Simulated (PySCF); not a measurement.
```yaml
atoms:
  - { symbol: Si, position_ang: [-0.1845, 0.1000, -0.0060] }
  - { symbol: F, position_ang: [1.3767, 0.2773, 0.3518] }
  - { symbol: H, position_ang: [-0.6819, 1.4072, -0.4893] }
  - { symbol: H, position_ang: [-0.2872, -0.9367, -1.0572] }
  - { symbol: H, position_ang: [-0.8818, -0.3186, 1.2303] }
  - { symbol: C, position_ang: [4.4709, 0.8884, 0.6113] }
  - { symbol: N, position_ang: [5.5764, 1.1883, 0.6450] }
  - { symbol: H, position_ang: [3.4356, 0.6114, 0.5766] }
```

Geometry: PBE0-D3(BJ)/def2-TZVPD.

These are results of wB97M-D3(BJ)/def2-TZVPD, SCF density, gas phase in PySCF 2.14.0, not measurements.

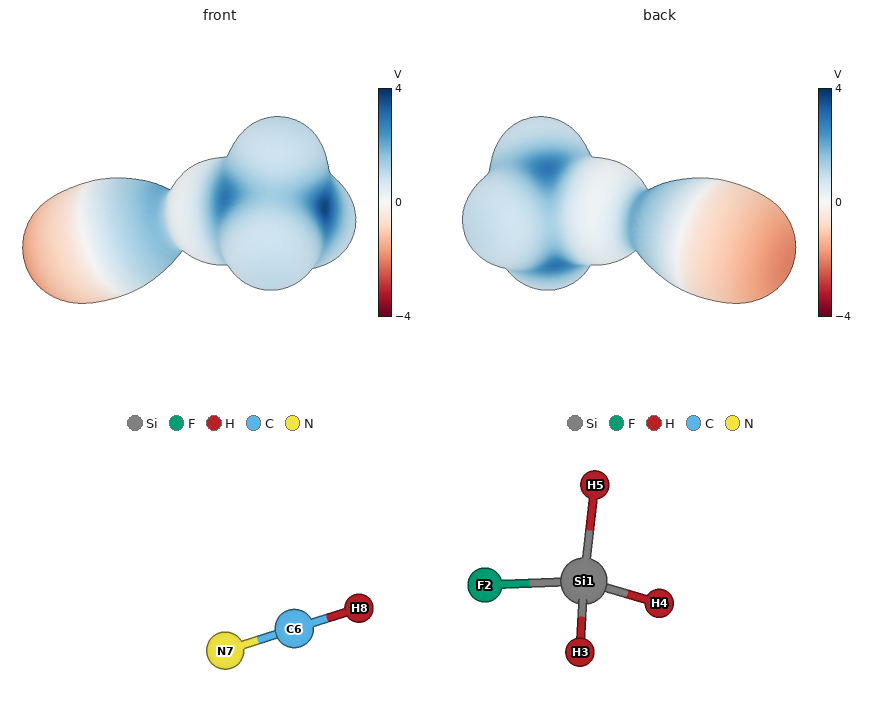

FH3Si···HCN (SMILES F[SiH3].C#N). The molecular electrostatic potential painted on the density surface at 0.004 e/bohr³, seen from the front and from behind; red is negative and blue positive. The bare structure is drawn below in the same view.

### Describe the electrostatic potential map.

The most negative region (about −1.9 V, or −44 kcal/mol for a unit charge) lies over N7, the most positive (about +3.4 V, or +78 kcal/mol for a unit charge) over Si1. N7 is the likeliest acceptor of a hydrogen bond.

### What dipole moment does the calculation give?

Its dipole moment is 5.05 D.
